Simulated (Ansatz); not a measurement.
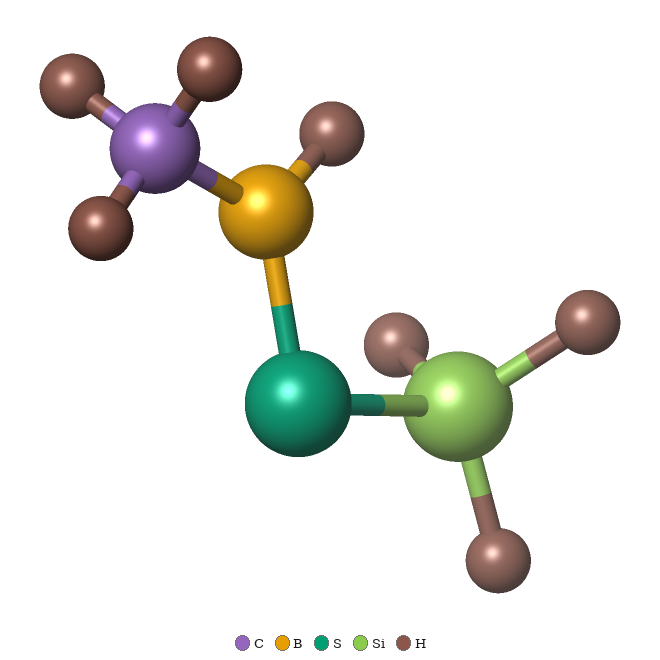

The computed structure is the end point of a PBE0-D4/def2-TZVP optimisation.

Describe the molecule.

It has 11 atoms: 1 carbon, 7 hydrogen, 1 boron, 1 sulfur and 1 silicon (CH7BSSi). Its SMILES string is `CBS[SiH3]`. It has no ring. Among its groups: Si–H bond, B–H bond. This geometry has Cs symmetry. Coordination: 1 C tetrahedral; 1 B trigonal planar; 1 S bent; 1 Si tetrahedral.

More results for the same structure follow; atom numbers are the same in all pictures, views and colours differ.

### Geometry

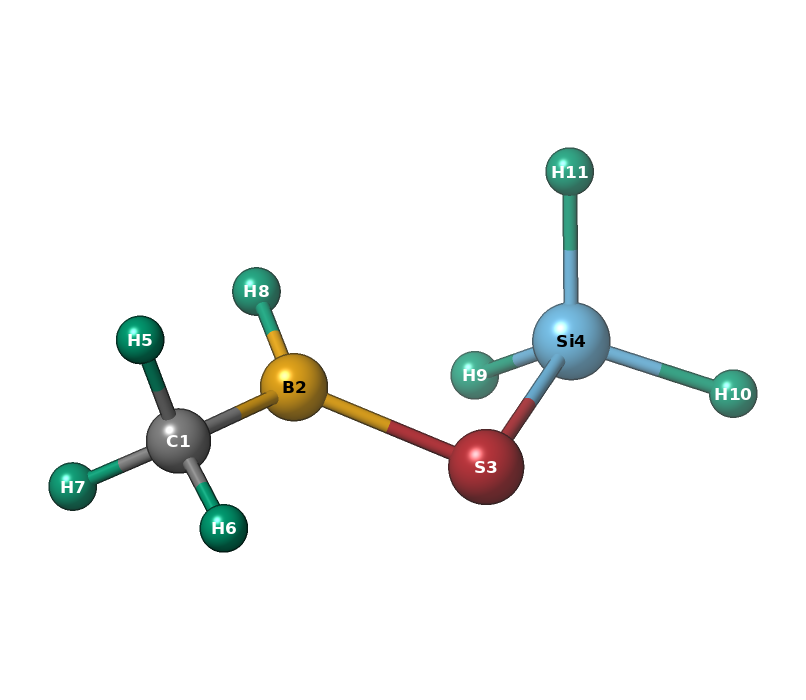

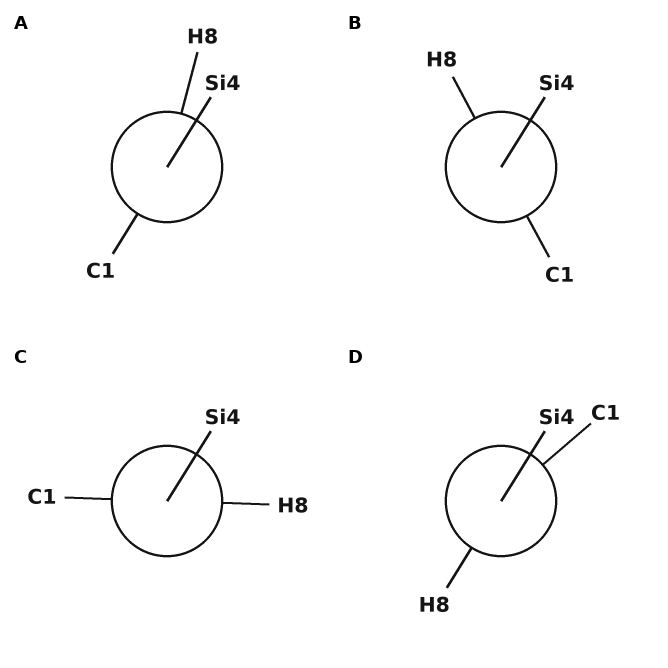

Atoms fade into the background with distance from the viewer. Bonds that would overlap in a projection are set slightly apart.

> Which Newman projection shows the view along S3–B2, with S3 in front?

A. The torsion angle Si4–S3–B2–C1 is 180°, antiperiplanar (anti).

### Vibrations

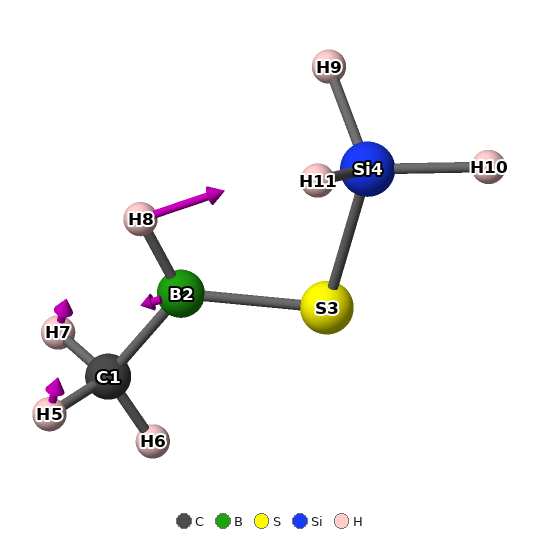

The arrows show one normal mode. Harmonic vibrations computed with RKS PBE0-D4/def2-TZVP (Ansatz 0.2.0) at a stationary point of the same level.

> At what wavenumber does it lie?

1167 cm⁻¹; it is mode 17 of 27 counted from the lowest.

### Levels of theory compared

Program: Ansatz 0.2.0.

At this fixed geometry, give dipole (D), HOMO–LUMO gap (eV) at these levels: B3LYP-D4/def2-TZVPP; PBE-D4/def2-TZVPP; r2SCAN-D4/def2-TZVPP; ωB97M-V/def2-TZVPP.

```
               level  dipole (D)  HOMO–LUMO gap (eV)
 B3LYP-D4/def2-TZVPP        0.61                6.45
   PBE-D4/def2-TZVPP        0.54                4.81
r2SCAN-D4/def2-TZVPP        0.64                5.37
  ωB97M-V/def2-TZVPP        0.62               10.95
```

### Charges

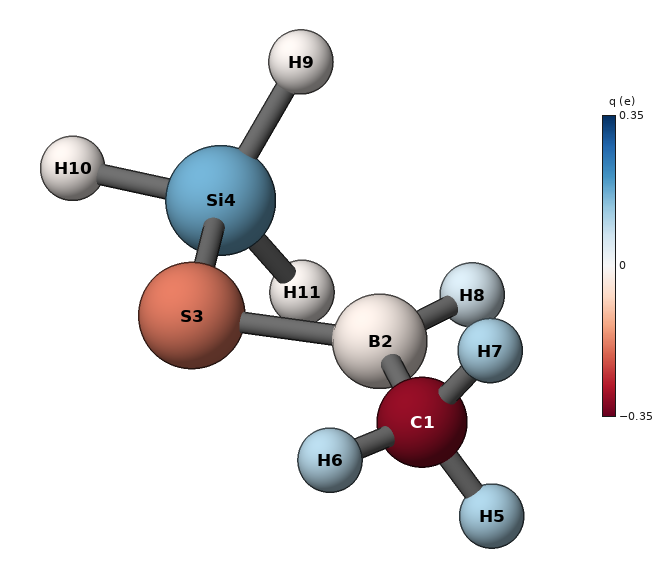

Atoms are coloured by their Mulliken charges. Level of theory: RKS ωB97M-V/def2-TZVPP (Ansatz 0.2.0).

Give the Mulliken charges atom by atom.

| atom | value (e) |
| --- | --- |
| C1 | −0.31 |
| B2 | −0.02 |
| S3 | −0.18 |
| Si4 | 0.17 |
| H5 | 0.11 |
| H6 | 0.10 |
| H7 | 0.11 |
| H8 | 0.06 |
| H9 | −0.01 |
| H10 | −0.01 |
| H11 | −0.01 |

Mulliken values depend strongly on the basis set and can even reverse the polarity of a bond.
